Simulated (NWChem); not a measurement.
# A workflow on MgF2 (SMILES [F][Mg][F])

We compute a structure relaxation (BLYP-D3(BJ)/6-311G*), then the harmonic vibrations, then the vertical excitations (TDA-BLYP-D3(BJ)/6-311G*) of MgF2. 

The calculation is run with NWChem 7.3.0.

1 further run of the same task is left out (set aside as unsound or not needed).

## 1. The system as given

MgF2: 3 atoms, total charge 0, spin state singlet. As SMILES, `[F][Mg][F]`. The coordinates come from a PBE0-D4/def2-TZVP relaxation. The run starts from this shape.

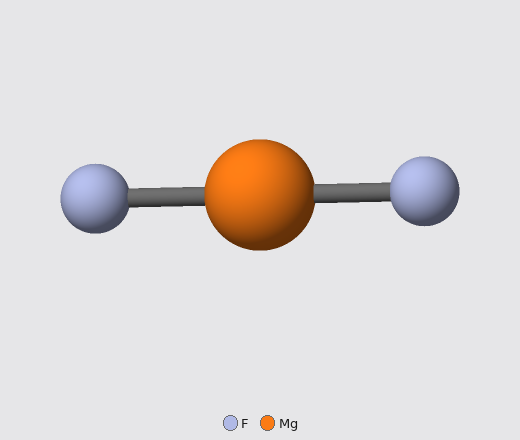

The structure, seen from a chosen angle (fluorine light blue, magnesium orange).

## 2. A geometry optimisation at BLYP-D3(BJ)/6-311G(d) (run 1)

Contents of f2mg.nw:

```
start f2mg
title "F2Mg BLYP"
memory total 2200 mb

geometry noautoz
   F    -1.414800    0.734800   -0.700800
   Mg   -0.003600   -0.021600   -0.004400
   F     1.407500   -0.778000    0.691900
end

basis spherical bse
   * library 6-311G*
end

dft
   xc becke88 lyp
   disp vdw 4
   grid medium
   mulliken
   print low
end

driver
   tight
   maxiter 60
end

task dft optimize
```

Command:

```sh
$ nwchem f2mg.nw > f2mg.out
```

Log:

```text
[...]
 Group name             D4h
[...]
 d= 0,ls=0.0,diis     1   -399.7896211967 -4.78D+02  3.13D-02  1.78D+00     0.2
[...]
         Total DFT energy =     -399.948993305073
[...]
@    0    -399.94899331  0.0D+00  0.01357  0.00640  0.00000  0.00000      0.9
[...]
         Total DFT energy =     -399.949526572372
[...]
@    1    -399.94976653 -7.7D-04  0.00065  0.00031  0.02620  0.05558      2.0
[...]
@    2    -399.94976847 -1.9D-06  0.00005  0.00002  0.00132  0.00280      2.5
[...]
         Total DFT energy =     -399.949768508557
[...]
         Total DFT energy =   -399.949768508557
[...]
@    3    -399.94976851 -3.9D-08  0.00000  0.00000  0.00011  0.00024      3.0
[...]
 d= 0,ls=0.0,diis     2   -399.9497685049  4.75D-09  1.52D-06  7.55D-08     3.1
         Total DFT energy =     -399.949768504892
      One electron energy =     -712.536809275724
           Coulomb energy =      273.792866446671
    Exchange-Corr. energy =      -37.588920359188
 Nuclear repulsion energy =       76.384805643507
    Dispersion correction =       -0.001710960158
[...]
         Total DFT energy =   -399.949768504892
                         DFT ENERGY GRADIENTS
    atom               coordinates                        gradient
                 x          y          z           x          y          z
   1 F       0.000000   0.000000  -3.357998    0.000000   0.000000   0.000000
   2 Mg      0.000000   0.000000   0.000000    0.000000   0.000000   0.000000
   3 F       0.000000   0.000000   3.357998    0.000000   0.000000  -0.000000
[...]
@    4    -399.94976850  3.7D-09  0.00000  0.00000  0.00000  0.00001      3.4
[...]
      Optimization converged
[...]
@    4    -399.94976850  3.7D-09  0.00000  0.00000  0.00000  0.00001      3.4
[...]
```

It took 4.2 s on 1 thread of AMD EPYC 9R45 (Zen 5), shared host; peak memory 0.11 GiB.

Step by step:

| step | energy from the first frame kept (eV) |
| --- | --- |
| 0 | 0.0000 |
| 1 | -0.0210 |
| 2 | -0.0211 |
| 3 | -0.0211 |
| 4 | -0.0211 |

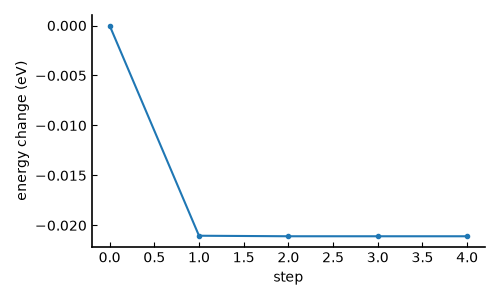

Energy along the run.

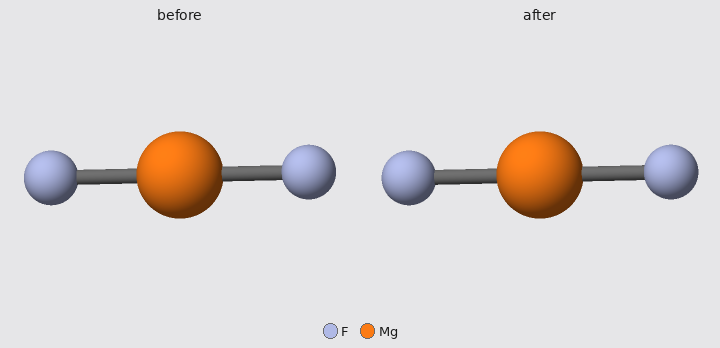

Before and after, at one scale.

After the run. Bond lengths: F1–Mg2 1.777 Å, Mg2–F3 1.777 Å. Angles: F1–Mg2–F3 180.0°.

## 3. Vibrational wavenumbers at BLYP-D3(BJ)/6-311G(d) (run 2)

Contents of f2mg.nw:

```
start f2mg
title "F2Mg BLYP"
memory 2200 mb
geometry units angstrom noautoz
  F        0.000000       0.000000      -1.776976
  Mg       0.000000       0.000000       0.000000
  F        0.000000       0.000000       1.776976
end
basis spherical bse
  * library 6-311G*
end
dft
  xc becke88 lyp
  disp vdw 4
  grid medium
  mulliken
  print low
end
freq
  temp 2 298.15 100
end
task dft freq
```

Command:

```sh
$ nwchem f2mg.nw > f2mg.out
```

Log:

```text
[...]
 Group name             D4h
[...]
 d= 0,ls=0.0,diis     1   -399.7881848980 -4.76D+02  3.27D-02  1.79D+00     0.3
[...]
 d= 0,ls=0.0,diis     7   -399.9497722402 -6.44D-08  1.32D-06  1.98D-08     1.4
         Total DFT energy =     -399.949772240201
      One electron energy =     -712.537081852731
           Coulomb energy =      273.793186480600
    Exchange-Corr. energy =      -37.588970411990
 Nuclear repulsion energy =       76.384804504069
    Dispersion correction =       -0.001710960149
[...]
 Normal Eigenvalue ||           Projected Infra Red Intensities
  Mode   [cm**-1]  || [atomic units] [(debye/angs)**2] [(KM/mol)] [arbitrary]
 ------ ---------- || -------------- ----------------- ---------- -----------
    1       -0.000 ||    0.000000           0.000         0.000       0.000
    2       -0.000 ||    0.000000           0.000         0.000       0.000
    3        0.000 ||    0.000000           0.000         0.000       0.000
    4        0.000 ||    0.000000           0.000         0.000       0.000
    5        0.000 ||    0.000000           0.000         0.000       0.000
    6      139.851 ||    0.113637           2.622       110.779      32.568
    7      139.858 ||    0.113637           2.622       110.779      32.568
    8      546.725 ||    0.000000           0.000         0.000       0.000
    9      870.890 ||    0.086757           2.002        84.575      24.864
 ----------------------------------------------------------------------------
[...]
```

Wall time 12 s (1 thread of AMD EPYC 9R45 (Zen 5), shared host); peak memory 0.15 GiB.

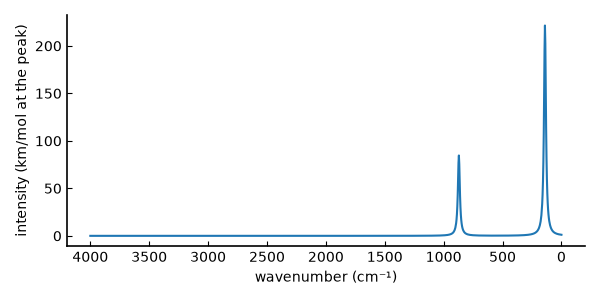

Harmonic infrared spectrum, unscaled, lines broadened by 10 cm⁻¹.

## 4. The excited states at TDA-BLYP-D3(BJ)/6-311G(d) (run 3)

Contents of f2mg.xyz:

```xyz
3
F2Mg excited
F      0.000000     0.000000    -1.776976
Mg     0.000000     0.000000     0.000000
F      0.000000     0.000000     1.776976
```

Contents of f2mg.nw:

```
start f2mg
title "F2Mg excited"
memory total 2200 mb
charge 0
geometry noautosym noautoz
 load f2mg.xyz
end
basis spherical bse
 * library 6-311G*
end
dft
 xc becke88 lyp
 disp vdw 4
 grid medium
 mulliken
end
tddft
 cis
 nroots 5
 notriplet
end
task tddft
```

Command:

```sh
$ nwchem f2mg.nw > f2mg.out
```

Log:

```text
[...]
          Wavefunction type:  closed shell.
          No. of atoms     :     3
          No. of electrons :    30
[...]
          Charge           :     0
          Spin multiplicity:     1
[...]
          AO basis - number of functions:    62
[...]
              XC Information
              --------------
                    Becke 1988 Exchange Functional  1.000
              Lee-Yang-Parr Correlation Functional  1.000
[...]
 d= 0,ls=0.0,diis     1   -399.7881804561 -4.76D+02  3.27D-02  1.79D+00     0.2
[...]
 d= 0,ls=0.0,diis     6   -399.9497684622 -9.27D-07  7.46D-06  8.91D-07     0.9
         Total DFT energy =     -399.949768462216
      One electron energy =     -712.537038934693
           Coulomb energy =      273.793068949113
    Exchange-Corr. energy =      -37.588892020557
 Nuclear repulsion energy =       76.384804504069
    Dispersion correction =       -0.001710960149
[...]
  Root   1 singlet a              0.196396193 a.u.                5.3442 eV
[...]
     Dipole Oscillator Strength                    0.0000000003
[...]
     Total Oscillator Strength                     0.0000003770
[...]
  Root   2 singlet a              0.196396194 a.u.                5.3442 eV
[...]
  Root   3 singlet a              0.203366151 a.u.                5.5339 eV
[...]
  Root   4 singlet a              0.203366151 a.u.                5.5339 eV
[...]
     Dipole Oscillator Strength                    0.0741447327
[...]
     Total Oscillator Strength                     0.0741447327
[...]
  Root   5 singlet a              0.229120034 a.u.                6.2347 eV
[...]
     Dipole Oscillator Strength                    0.0763630430
[...]
     Total Oscillator Strength                     0.0763630430
[...]
```

Run time: 3.9 s. Hardware: 1 thread of AMD EPYC 9R45 (Zen 5), shared host; peak memory 0.12 GiB.

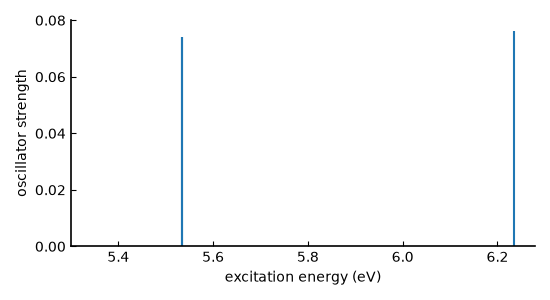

Vertical excitations as sticks.

The roots found:

| excited state | energy (eV) | strength | label |
| --- | --- | --- | --- |
| 1 | 5.344 | 0.0000 | singlet a |
| 2 | 5.344 | 0.0000 | singlet a |
| 3 | 5.534 | 0.0741 | singlet a |
| 4 | 5.534 | 0.0741 | singlet a |
| 5 | 6.235 | 0.0764 | singlet a |

## 5. What came out

```
                                                                               quantity             value
                                    run 1, BLYP-D3(BJ)/6-311G*: total energy at the end     -399.94977 Eh
                                          run 1, BLYP-D3(BJ)/6-311G*: dispersion energy      -4.49 kJ/mol
                                 run 2, BLYP-D3(BJ)/6-311G*: lowest harmonic wavenumber          140 cm⁻¹
                                run 2, BLYP-D3(BJ)/6-311G*: highest harmonic wavenumber          871 cm⁻¹
                                          run 2, BLYP-D3(BJ)/6-311G*: zero-point energy       10.1 kJ/mol
  run 2, BLYP-D3(BJ)/6-311G*: ideal-gas entropy at 298.15 K (symmetry number 2 as used)  59.7 cal/(mol K)
                      run 3, TDA-BLYP-D3(BJ)/6-311G*: ground-state or mean-field energy     -399.94977 Eh
run 3, TDA-BLYP-D3(BJ)/6-311G*: dipole moment (of the density that the program reports)            0.00 D
                  run 3, TDA-BLYP-D3(BJ)/6-311G*: HOMO energy (BLYP Kohn–Sham orbitals)          -7.84 eV
                  run 3, TDA-BLYP-D3(BJ)/6-311G*: LUMO energy (BLYP Kohn–Sham orbitals)          -2.56 eV
                run 3, TDA-BLYP-D3(BJ)/6-311G*: HOMO–LUMO gap (BLYP Kohn–Sham orbitals)           5.28 eV
                                      run 3, TDA-BLYP-D3(BJ)/6-311G*: dispersion energy      -4.49 kJ/mol
                       run 3, TDA-BLYP-D3(BJ)/6-311G*: lowest singlet excitation energy           5.34 eV
```

In words: The optimisation (run 1, BLYP-D3(BJ)/6-311G*) took 5 steps and changed the energy by -0.021 eV. Mulliken charges (run 1, BLYP-D3(BJ)/6-311G*) run from -0.50 on F1 to +1.00 on Mg2; they depend strongly on the basis. All 4 modes (run 2, BLYP-D3(BJ)/6-311G*) are real, so the shape is a minimum at this level. The brightest of the 5 transitions from the ground state lies at 5.53 eV (224 nm, f = 0.148, degenerate roots summed); the lowest, at 5.34 eV, has f = 0.000.
